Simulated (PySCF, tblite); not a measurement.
# C4H8BClSi: geometry, infrared bands and NMR shifts

What infrared bands and NMR shifts should C4H8BClSi (`ClBCC1=C[SiH2]C1`) show?

The runs use tblite 0.8.0 and PySCF 2.14.0, with density-fitted response routines of our own; the level of theory stands in each step. All values are computed, except where a source is named. Atoms count from 0, in the outputs and in this text.

## (1) The starting structure

15 atoms, charge 0, multiplicity 1; geometry from: force field or distance geometry start.

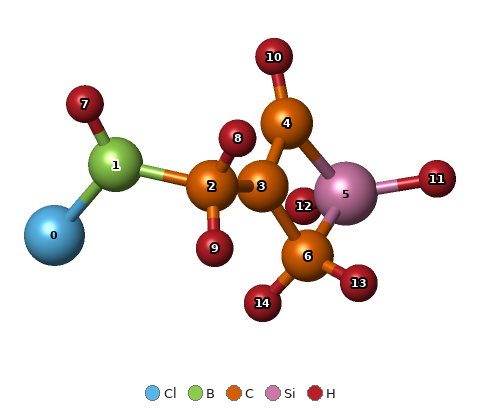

The starting geometry (chlorine blue, boron green, carbon orange, silicon pink, hydrogen red), atoms numbered.

## (2) Geometry optimisation with GFN2-xTB

What the job is given:

```
{"job": {"kind": "relax", "xc": "GFN2-xTB", "basis": "xTB"}, "charge": 0, "multiplicity": 1}
Cl    -2.288200    -0.594000    -2.194000
B     -2.431900    -0.389800    -0.373200
C     -1.234300    -0.880400     0.585900
C      0.003500    -0.100900     0.279200
C      0.359200     1.226200     0.468000
Si     2.056300     1.047100    -0.230200
C      1.330800    -0.516400    -0.300100
H     -3.401200     0.072400     0.110900
H     -1.522600    -0.727600     1.645600
H     -1.067100    -1.959200     0.414000
H     -0.173800     2.085000     0.854200
H      3.096800     1.173200     0.806400
H      2.200700     1.697100    -1.529400
H      1.854200    -1.252400     0.354300
H      1.213000    -0.872600    -1.338000
```

Started as:

```sh
OMP_NUM_THREADS=1 python probes_run.py task.json out
```

This one command runs all jobs of the session in turn.

The log of the run:

```text
step      E/eV     max force
  0    -546.44218    7.306
  1    -547.08796    1.633
  2    -547.22169    1.246
  3    -547.38103    1.004
  4    -547.43210    0.687
  5    -547.50648    0.525
  6    -547.53591    0.404
  7    -547.55754    0.355
  8    -547.57192    0.312
  9    -547.58240    0.243
 10    -547.58925    0.188
 11    -547.59420    0.177
 12    -547.59713    0.129
 13    -547.59855    0.102
 14    -547.59942    0.112
 15    -547.60034    0.109
 16    -547.60129    0.081
 17    -547.60204    0.083
 18    -547.60254    0.062
 19    -547.60290    0.047
 20    -547.60323    0.051
 21    -547.60355    0.039
 22    -547.60384    0.043
 23    -547.60416    0.047
 24    -547.60457    0.058
 25    -547.60513    0.063
 26    -547.60574    0.065
 27    -547.60632    0.074
 28    -547.60686    0.074
 29    -547.60751    0.069
 30    -547.60833    0.070
 31    -547.60917    0.087
 32    -547.60984    0.087
 33    -547.61038    0.063
 34    -547.61087    0.059
 35    -547.61133    0.061
 36    -547.61169    0.047
 37    -547.61198    0.039
 38    -547.61228    0.049
 39    -547.61268    0.051
 40    -547.61315    0.057
 41    -547.61366    0.059
 42    -547.61435    0.080
 43    -547.61549    0.139
 44    -547.61726    0.181
 45    -547.61946    0.167
 46    -547.62167    0.098
 47    -547.62344    0.099
 48    -547.62491    0.119
 49    -547.62452    0.210
 50    -547.62782    0.132
 51    -547.62933    0.100
 52    -547.63360    0.130
 53    -547.63561    0.143
 54    -547.64004    0.146
 55    -547.64196    0.077
 56    -547.64301    0.060
 57    -547.64352    0.063
 58    -547.64401    0.073
 59    -547.64446    0.052
 60    -547.64486    0.033
 61    -547.64497    0.027
 62    -547.64511    0.021
 63    -547.64519    0.023
 64    -547.64532    0.030
 65    -547.64548    0.040
 66    -547.64567    0.038
 67    -547.64582    0.032
 68    -547.64595    0.026
 69    -547.64606    0.026
 70    -547.64616    0.021
 71    -547.64624    0.016
 72    -547.64630    0.018
 73    -547.64635    0.018
 74    -547.64640    0.012
 75    -547.64643    0.012
 76    -547.64645    0.013
 77    -547.64648    0.017
 78    -547.64653    0.023
 79    -547.64661    0.027
 80    -547.64671    0.023
 81    -547.64684    0.025
 82    -547.64696    0.029
 83    -547.64707    0.033
 84    -547.64719    0.035
 85    -547.64732    0.035
 86    -547.64747    0.032
 87    -547.64763    0.031
 88    -547.64779    0.028
 89    -547.64790    0.028
 90    -547.64798    0.039
 91    -547.64808    0.039
 92    -547.64820    0.032
 93    -547.64832    0.020
 94    -547.64836    0.015
 95    -547.64838    0.012
 96    -547.64840    0.011
 97    -547.64843    0.012
 98    -547.64846    0.013
 99    -547.64847    0.007
```

Run time: 1.2 s. Hardware: 1 thread of Intel Xeon Platinum 8175M at 2.50GHz, shared host.

Relaxation path: (not every step is listed)

```
step  energy from step 0 (eV)  largest force (eV/Å)
   0                   0.0000                7.3064
   1                  -0.6458                1.6329
   2                  -0.7795                1.2457
   3                  -0.9389                1.0042
   4                  -0.9899                0.6873
   5                  -1.0643                0.5248
   6                  -1.0937                0.4040
   7                  -1.1154                0.3555
   8                  -1.1297                0.3125
  16                  -1.1591                0.0810
  24                  -1.1624                0.0584
  32                  -1.1677                0.0865
  40                  -1.1710                0.0571
  48                  -1.1827                0.1192
  56                  -1.2008                0.0597
  64                  -1.2031                0.0297
  72                  -1.2041                0.0181
  80                  -1.2045                0.0230
  88                  -1.2056                0.0284
  94                  -1.2062                0.0147
  95                  -1.2062                0.0124
  96                  -1.2062                0.0114
  97                  -1.2062                0.0124
  98                  -1.2063                0.0134
  99                  -1.2063                0.0067
```

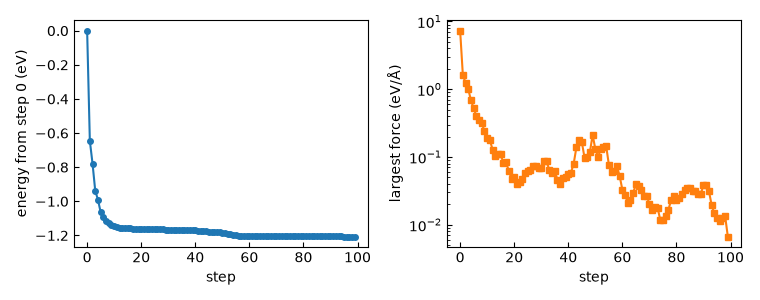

Energy and largest force along the relaxation.

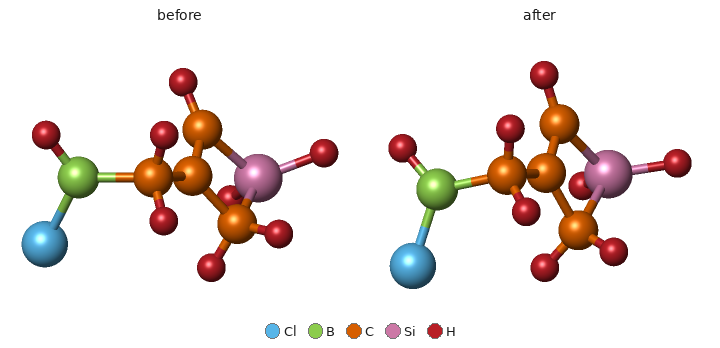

The geometry before (left) and after (right).

Close pairs (by a distance rule), those that changed most:

```
  bond  before (Å)  after (Å)  change (Å)
Si5–C6       1.725      1.928      +0.202
Cl0–B1       1.838      1.694      -0.144
 C3–C4       1.387      1.342      -0.045
C4–Si5       1.844      1.882      +0.038
 B1–C2       1.611      1.582      -0.028
C6–H13       1.115      1.089      -0.026
 C2–H8       1.109      1.090      -0.018
C6–H14       1.104      1.089      -0.015
```

The next job starts from the end point, and lists it.

## (3) Infrared spectrum with GFN2-xTB

What the job is given:

```
{"job": {"kind": "ir", "xc": "GFN2-xTB", "basis": "xTB"}, "charge": 0, "multiplicity": 1}
Cl    -2.160291    -1.364452    -1.957019
B     -2.208054    -0.466824    -0.521446
C     -1.237103    -0.828861     0.674554
C      0.001950    -0.039221     0.367541
C      0.341876     1.212234     0.711523
Si     1.998050     1.159950    -0.180918
C      1.149210    -0.546534    -0.468446
H     -2.909657     0.472976    -0.479689
H     -1.631094    -0.513597     1.641245
H     -0.974450    -1.886399     0.723505
H     -0.236442     1.898584     1.308535
H      3.212371     1.135036     0.633068
H      2.163940     1.996956    -1.367726
H      1.627851    -1.427821    -0.043110
H      0.857429    -0.794038    -1.488013
```

The log of the run:

```text
mode    cm-1     km/mol
  1      30.7      0.14
  2      52.9      0.80
  3     110.1      0.70
  4     163.1      5.51
  5     267.5      1.51
  6     339.2      0.46
  7     436.9     37.65
  8     452.7      6.37
  9     478.3     46.04
 10     497.5     22.69
 11     607.0    122.40
 12     674.9     18.49
 13     686.7     36.65
 14     698.0     60.56
 15     730.6     84.34
 16     773.1    231.32
 17     803.0    104.87
 18     830.3      2.30
 19     888.7     18.12
 20     916.7     84.56
 21     963.8     21.03
 22    1049.7    107.92
 23    1057.9      4.28
 24    1111.1     14.93
 25    1120.5    134.60
 26    1162.6      5.73
 27    1189.3     91.26
 28    1267.1     45.45
 29    1461.2      4.80
 30    1466.2      3.29
 31    1612.7     81.83
 32    2257.6    497.08
 33    2269.1    224.23
 34    2607.2     85.62
 35    2978.1     46.24
 36    2987.9     19.97
 37    2989.5     16.41
 38    2998.1     45.21
 39    3079.6     53.52
```

Wall time 0.93 s (1 thread of Intel Xeon Platinum 8175M at 2.50GHz, shared host).

The strongest bands and the atoms that carry them (share of the mass-weighted mode):

```
cm⁻¹  km/mol                               atoms
 607   122.4                  H11 45 %, H12 43 %
 773   231.3                  H11 45 %, H12 44 %
 803   104.9         C4 26 %, H10 23 %, Si5 18 %
1050   107.9  H9 27 %, H7 19 %, B1 16 %, H8 13 %
1120   134.6  H7 30 %, B1 21 %, H8 21 %, H9 13 %
1189    91.3           H9 36 %, H8 35 %, C2 22 %
2258   497.1                  H11 59 %, H12 37 %
2269   224.2                  H12 60 %, H11 38 %
```

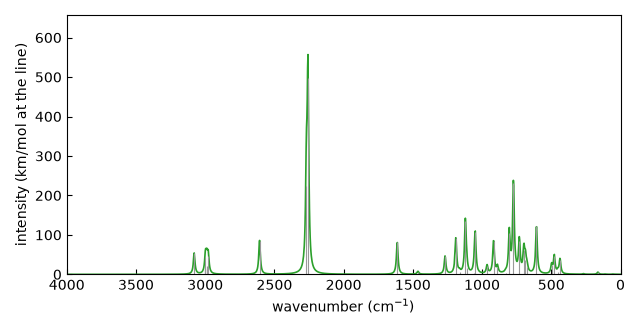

The infrared spectrum from these modes, unscaled. Lines are broadened to a width of 14 cm⁻¹ (Lorentzian).

## (4) Nuclear shieldings: PBE0/pcSseg-1

Same as in step 3 but for these lines:

```diff
@@ -1,2 +1,2 @@
-{"job": {"kind": "ir", "xc": "GFN2-xTB", "basis": "xTB"}, "charge": 0, "multiplicity": 1}
+{"job": {"kind": "nmr", "xc": "PBE0", "basis": "pcSseg-1"}, "charge": 0, "multiplicity": 1}
 Cl    -2.160291    -1.364452    -1.957019
```

Method: GIAO PBE0/pcSseg-1 NMR shielding, non-relativistic, gas phase.

The log of the run:

```text
coarse grid: 13640 points
cycle   1  E = -931.1274839738  dE =  8.282e-01  |g| = 4.424e-01  |ddm| = 3.537e+00
cycle   2  E = -931.1034057871  dE =  2.408e-02  |g| = 5.285e-01  |ddm| = 9.493e-01
cycle   3  E = -931.1796612613  dE = -7.626e-02  |g| = 6.085e-02  |ddm| = 5.942e-01
cycle   4  E = -931.1805111513  dE = -8.499e-04  |g| = 2.920e-02  |ddm| = 9.791e-02
cycle   5  E = -931.1807023730  dE = -1.912e-04  |g| = 1.000e-02  |ddm| = 3.601e-02
cycle   6  E = -931.1807266596  dE = -2.429e-05  |g| = 3.094e-03  |ddm| = 1.211e-02
cycle   7  E = -931.1807289078  dE = -2.248e-06  |g| = 6.097e-04  |ddm| = 3.028e-03
final grid: 122688 points
cycle   8  E = -931.2192782217  dE = -3.266e-05  |g| = 7.096e-03  |ddm| = 2.755e-02
cycle   9  E = -931.2192700303  dE =  8.191e-06  |g| = 8.762e-03  |ddm| = 1.586e-02
cycle  10  E = -931.2192910611  dE = -2.103e-05  |g| = 1.252e-03  |ddm| = 9.857e-03
cycle  11  E = -931.2192913858  dE = -3.247e-07  |g| = 4.262e-04  |ddm| = 1.452e-03
cycle  12  E = -931.2192914290  dE = -4.327e-08  |g| = 9.811e-05  |ddm| = 4.342e-04
cycle  13  E = -931.2192914314  dE = -2.373e-09  |g| = 2.484e-05  |ddm| = 1.260e-04
cycle  14  E = -931.2192914316  dE = -1.464e-10  |g| = 6.443e-06  |ddm| = 2.906e-05
converged SCF energy = -931.2192914316

GIAO shielding tensors (ppm)
atom      isotropic    diamagn.    paramagn.     s11        s22        s33       span
  0 Cl     651.280    1148.429    -497.149    340.318    584.156   1029.367    689.049
  1 B       35.641     190.932    -155.290    -11.795      9.583    109.136    120.932
  2 C      140.520     248.411    -107.891    106.233    146.114    169.212     62.979
  3 C       22.856     264.053    -241.197    -92.285     25.646    135.208    227.493
  4 C       45.188     255.054    -209.866    -55.265     43.752    147.079    202.344
  5 Si     403.700     880.538    -476.838    365.285    408.124    437.691     72.406
  6 C      164.498     251.887     -87.389    147.744    157.056    188.695     40.950
  7 H       25.118      28.570      -3.452     22.771     25.762     26.821      4.051
  8 H       28.381      30.236      -1.855     25.493     26.922     32.729      7.236
  9 H       29.247      30.657      -1.410     27.223     27.929     32.589      5.365
 10 H       25.683      33.454      -7.770     23.785     25.057     28.208      4.424
 11 H       26.886      29.146      -2.260     24.027     24.782     31.850      7.823
 12 H       26.931      29.251      -2.320     23.942     25.216     31.636      7.694
 13 H       29.927      31.267      -1.340     26.659     27.994     35.129      8.469
 14 H       29.637      31.718      -2.081     25.821     29.479     33.613      7.792
```

Wall time 33 s (1 thread of Intel Xeon Platinum 8175M at 2.50GHz, shared host); peak memory 0.79 GiB.

The references, computed at this level on geometries of the same kind, shield at (ppm): 1H TMS 31.72, 13C TMS 186.9, 29Si TMS 349.2, 11B BF3·OEt2 100.1, 35Cl HCl 950. Their shielding less the atom's gives the shift. The references are single molecules in the gas phase. Atoms listed in one row are averaged.

```
   atoms                                                environment  σ (ppm)  δ (ppm)  δ scaled to CDCl3
      C3                            fully substituted alkene carbon     22.9    164.1              158.2
      C4                                                  alkene CH     45.2    141.7              136.4
      C2                                allylic sp3 CH2 bonded to B    140.5     46.4               43.4
      C6                               allylic sp3 CH2 bonded to Si    164.5     22.4               20.0
      H7                        hydrogen on a boron bonded to C, Cl    25.12     6.60                  –
     H10                                   hydrogen on an alkene CH    25.68     6.03               5.79
H11, H12  hydrogen on a silicon bonded to 2 C, in a 4-membered ring    26.91     4.81                  –
  H8, H9                 hydrogen on an allylic sp3 CH2 bonded to B    28.81     2.90               2.84
H13, H14                hydrogen on an allylic sp3 CH2 bonded to Si    29.78     1.93               1.93
     Cl0                                       chlorine bonded to B      651      298                  –
      B1                                   boron bonded to C, Cl, H     35.6     64.4                  –
     Si5           silicon bonded to 2 C, 2 H, in a 4-membered ring    403.7    -54.5                  –
```

The scaled column applies a straight-line fit of computed shieldings to shifts measured in CDCl3, with any fitted terms for Cl, Br or S neighbours (root-mean-square error 0.16 ppm for H, 1.9 ppm for C).

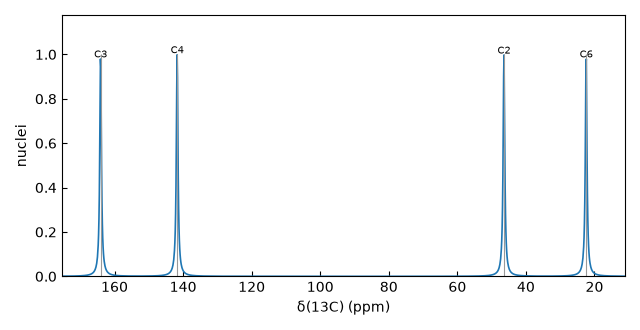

13C lines at the computed shifts, without couplings. Lines are broadened to a width of 0.57 ppm (Lorentzian).

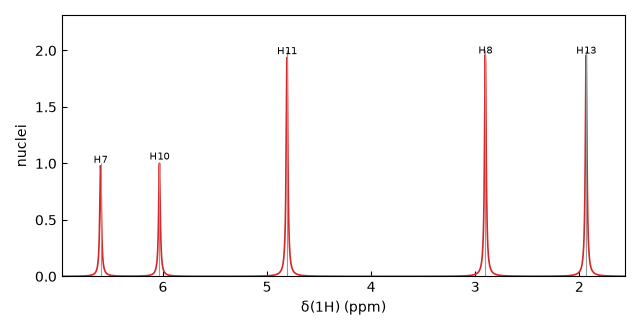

1H lines at the computed shifts, without couplings. Lines are broadened to a width of 0.02 ppm (Lorentzian).

Charges from the same density, by scheme (e):

```
atoms  Mulliken    IAO  Hirshfeld  ESP fit
  Cl0     -0.17  -0.03      -0.03    -0.14
   B1      0.28   0.11       0.16     0.29
   C2     -0.23  -0.43      -0.15    -0.28
   C3     -0.34   0.07       0.03     0.29
   C4     -0.29  -0.45      -0.16    -0.54
  Si5      0.67   0.75       0.34     0.59
   C6     -0.41  -0.54      -0.17    -0.58
```

Mulliken charges:

Cl0 -0.17; B1 0.28; C2 -0.23; C3 -0.34; C4 -0.29; Si5 0.67; C6 -0.41; H7 0.05; H8 0.14; H9 0.13; H10 0.06; H11 -0.09; H12 -0.09; H13 0.14; H14 0.15

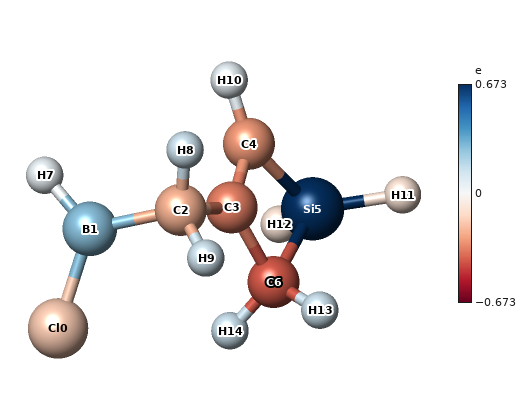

Mulliken charges, as colours on the atoms.

Mayer bond orders: Cl0–B1 1.20, B1–C2 0.98, C2–C3 1.00, C3–C4 1.75, C4–Si5 0.95, Si5–C6 0.91, C6–C3 1.00.

Ring of atoms C3, C4, Si5, C6: NICS(0) 1.1, NICS(1) -2.4, NICS(1)zz 3.2 ppm (means of both faces).

## (5) What came out

| quantity | value |
| --- | --- |
| strongest single infrared mode (GFN2-xTB) | 2258 cm⁻¹, 497 km/mol |
| zero-point energy (GFN2-xTB) | 65.9 kcal/mol |
| 13C shifts against TMS (PBE0/pcSseg-1) | 164.1, 141.7, 46.4, 22.4 ppm |
| 1H shifts against TMS (PBE0/pcSseg-1, means over atoms taken as alike) | 6.60, 6.03, 4.81, 2.90, 1.93 ppm |
| 35Cl shifts against HCl (PBE0/pcSseg-1) | 298 ppm |
| 11B shifts against BF3·OEt2 (PBE0/pcSseg-1) | 64.4 ppm |
| 29Si shifts against TMS (PBE0/pcSseg-1) | -54.5 ppm |

**Reading.** Relaxing lowered the energy by 1.206 eV in 99 steps; the close pair that moved most is Si5–C6, from 1.725 to 1.928 Å. No mode is imaginary among the 39: a minimum at this level. The strongest single mode, at 2258 cm⁻¹, moves mainly H11 and H12. GFN2-xTB is a fitted tight-binding method: band positions and strengths are rough. Its intensities can rank the bands wrongly. At PBE0/pcSseg-1: Shielding is most anisotropic at Cl0 (span 689 ppm, paramagnetic term -497 ppm).
